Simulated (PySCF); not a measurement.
System: C3H7ClOSi.

Input file:

```
{"job": {"kind": "uv", "xc": "PBE0", "basis": "def2-SVPD", "nstates": 8, "ntriplets": 3}, "charge": 0, "multiplicity": 1}
C     -1.976579    -0.442310    -0.475482
C     -1.023674    -0.000615     0.600567
O     -1.233383    -0.207036     1.774141
Si     0.610797     0.898315     0.082018
C      2.024516    -0.369538     0.110961
Cl     0.390806     1.631977    -1.797748
H     -2.311468     0.430729    -1.032289
H     -2.831736    -0.962715    -0.050154
H     -1.452848    -1.093111    -1.173231
H      0.842189     2.005996     1.004388
H      2.980363     0.108353    -0.086650
H      1.886700    -1.145892    -0.638600
H      2.089928    -0.853665     1.080607
```

Run with:

```sh
OMP_NUM_THREADS=1 python probes_run.py task.json out
```

Geometry: GFN2-xTB.

All numbers below come from PySCF, PBE0/def2-SVPD, SCF density, gas phase.

**What will maps of the electron density and electron localisation function show?**

C–O (1.21 Å): ρ is about 3.3 e/Å³ halfway; the ELF peaks at about 0.85 between the atoms: a multiple bond.
C–C (1.50 Å): ρ is about 1.7 e/Å³ halfway; the ELF peaks at about 0.95 between the atoms (localised, covalent bonding).
C–H (1.09 Å): ρ is about 2 e/Å³ halfway; the ELF climbs to about 1 towards the hydrogen, as it does in any bond to H (a covalent bond by its length).

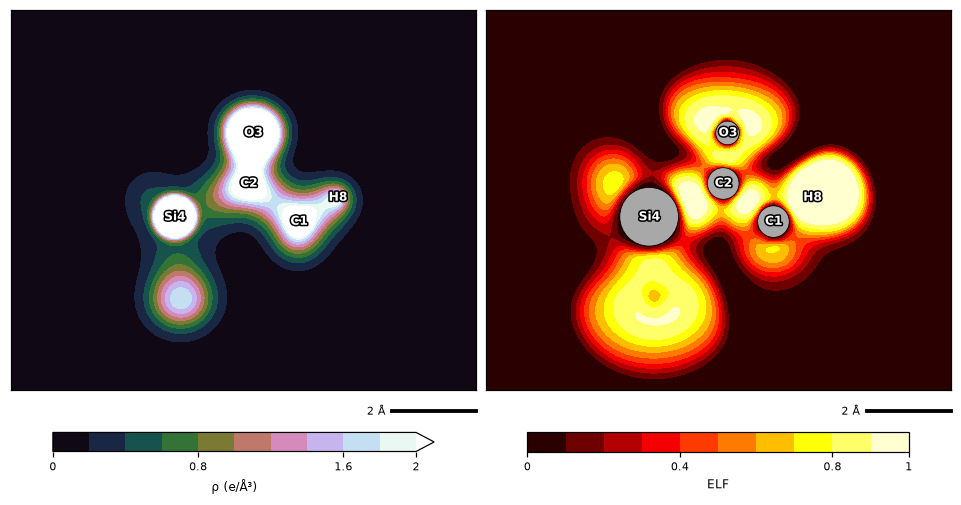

Computed electron density and electron localisation function on the plane of atoms O3, C2 and Si4, in this order. Grey discs cover the atomic cores in the ELF map. 
